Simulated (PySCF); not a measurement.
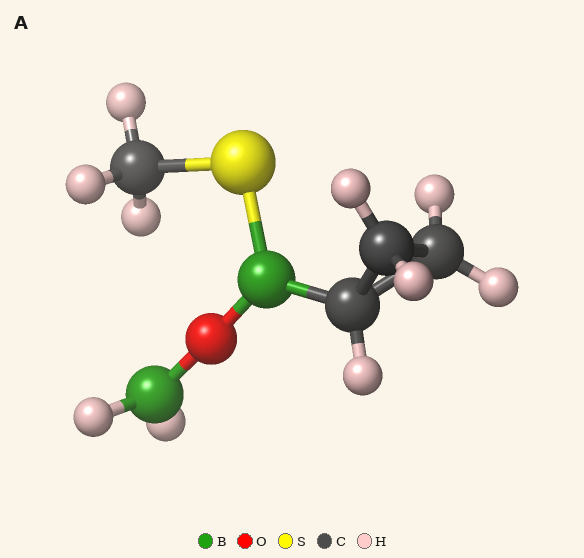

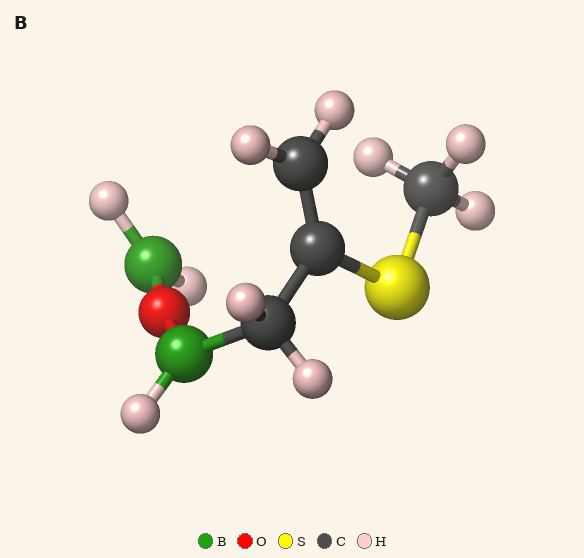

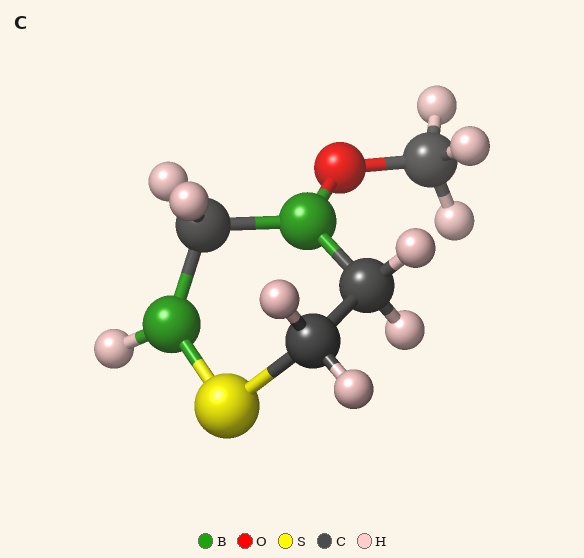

3 stationary structures of one formula. Geometries: GFN2-xTB. Electronic energies: CAM-B3LYP/def2-SVPD (PySCF 2.14.0), without zero-point energy. No frequency run is at hand to confirm each as a minimum. Each is one conformer, not always the lowest.

How are they related?

Answer. They are constitutional isomers of C4H10B2OS: A `BOB(SC)C1CC1`, B `BOBCC(=C)SC`, C `COB1CBSCC1`.

Which structure is the most stable?

Answer. C is lowest; A lies 7.0 kcal/mol above it, B lies 29.7 kcal/mol above it.

The geometry is semi-empirical. Around B such bond lengths and angles can be off by a tenth of an ångström or more and by several degrees, and values that hang on the shape move with them.
